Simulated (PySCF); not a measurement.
C₂H₂F₂, SMILES C(F)(F)=C at its B3LYP/def2-SVP optimised geometry (Å):

```
6

C     -0.7715    -0.0005     0.0000
C      0.5548    -0.0005     0.0000
F      1.3104     1.0800     0.0009
F      1.3119    -1.0800    -0.0003
H     -1.3119    -0.9454     0.0006
H     -1.3098     0.9457     0.0000
```

Level of theory: B3LYP/def2-TZVP (PySCF 2.14.0).

Map of the electrostatic potential (hartree/e), clipped to [-0.08, 0.12] on the plane z = 0.8 Å:

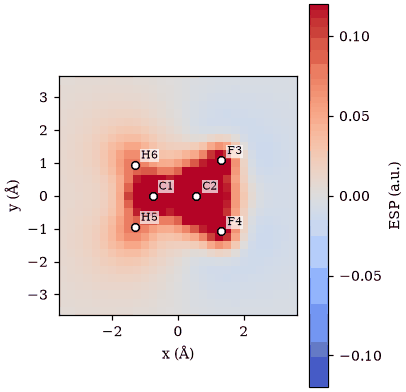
Electrostatic potential (hartree/e), clipped to [-0.08, 0.12] on the plane z = 0.8 Å.
